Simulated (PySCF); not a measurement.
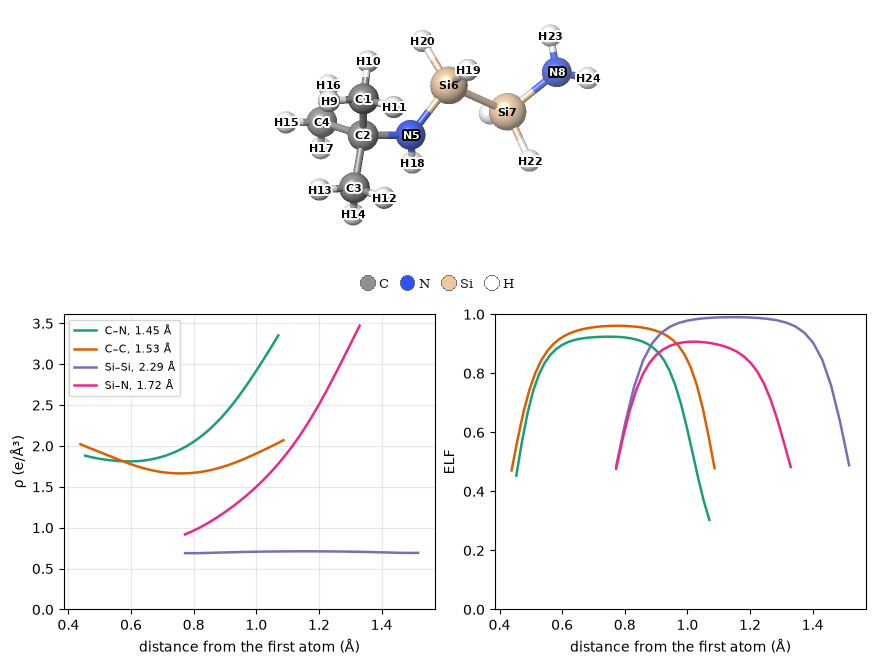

Figure. C4H16N2Si2 (SMILES CC(C)(C)N[SiH2][SiH2]N). Electron density and electron localisation function along straight lines between neighbouring atoms. The curves leave out the atomic cores. The structure is drawn too.

Geometry: GFN2-xTB.

Method: PBE0/pcSseg-1, SCF density, gas phase, non-relativistic (PySCF 2.14.0).

```xyz
24

C    -1.7072    1.3134   -0.9815
C    -1.5389    0.0157   -0.1979
C    -2.4267    0.0567    1.0523
C    -1.9446   -1.1753   -1.0774
N    -0.1599   -0.1273    0.2304
Si    1.2580    0.3642   -0.6019
Si    3.0052   -0.5881    0.5295
N     4.3815    0.3611    0.1063
H    -2.7523    1.4601   -1.2428
H    -1.1197    1.2839   -1.8941
H    -1.3728    2.1551   -0.3823
H    -2.1225    0.8812    1.6927
H    -3.4701    0.1914    0.7783
H    -2.3351   -0.8703    1.6159
H    -2.9772   -1.0783   -1.4036
H    -1.3010   -1.2225   -1.9523
H    -1.8415   -2.1065   -0.5233
H    -0.0724   -0.9056    0.8671
H     1.2628    1.8369   -0.6465
H     1.2449   -0.0251   -2.0362
H     3.1869   -2.0294    0.2359
H     2.9944   -0.5218    1.9967
H     4.5293    0.6025   -0.8597
H     5.2672    0.1477    0.5355
```

Question: What can be read from the curves?

Answer: C–N (1.45 Å): ρ at the midpoint is about 1.9 e/Å³; the ELF peaks at about 0.90 between the atoms, as expected for a shared electron pair.
C–C (1.53 Å): ρ is about 1.7 e/Å³ halfway; the ELF peaks at about 0.95 between the atoms: localised, covalent bonding.
Si–Si (2.29 Å): the density is about 0.71 e/Å³ at the midpoint; the ELF peaks at about 1 between the atoms (localised, covalent bonding).
Si–N (1.72 Å): ρ is about 1.1 e/Å³ halfway; the ELF peaks at about 0.90 between the atoms; a shared but strongly polarised pair.
